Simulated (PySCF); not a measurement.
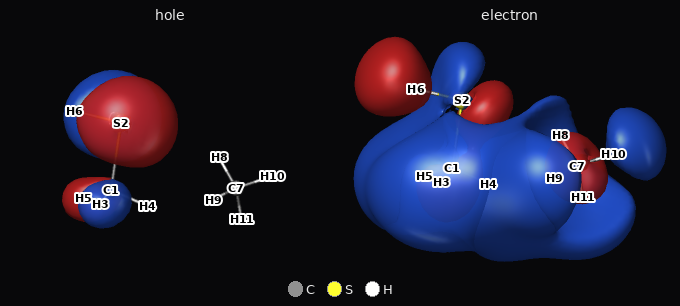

C₂H₈S, SMILES `CS.C`. Leading natural transition orbital pair of S₃ (TDA singlet states); the surfaces enclose about 85 % of each orbital's density.

Method: M06-2X/def2-SVP; geometry: GFN2-xTB; program: PySCF. The pair's geometry is semi-empirical, so its contact may be too short or too long. GFN2-xTB bond lengths at metals and heavier atoms can be off by up to 0.1 Å and shapes distorted, which carries into these values. Without diffuse functions Rydberg states are missing, so the states' numbers hold for this basis only.

Cartesian coordinates (Å):

```
C1      -0.8367   -1.1755   -0.0050
S2      -1.1485    0.6180   -0.0630
H3      -0.5206   -1.4590    0.9939
H4      -0.0393   -1.3700   -0.7143
H5      -1.7341   -1.7119   -0.2965
H6      -2.1221    0.6255    0.8448
C7       2.7808    0.1078    0.0209
H8       1.8907    0.6745   -0.2190
H9       2.7324   -0.2209    1.0510
H10      3.6526    0.7339   -0.1161
H11      2.8515   -0.7540   -0.6306
```

Q: Give its energy, strength and character.

A: 8.31 eV (149 nm), f = 0.002, charge transfer, whose energy this functional puts too low; the leading pair carries 100 %; hole on S2 (81 %) and C1 (7 %), electron on H4 (19 %), C1 (16 %) and H3 (13 %); their centroids lie 1.9 Å apart. The HOMO–LUMO gap is 9.67 eV.

Run time: 6.7 min on 1 thread of Arm Neoverse V1, with other jobs on the host, peak memory 0.65 GiB.
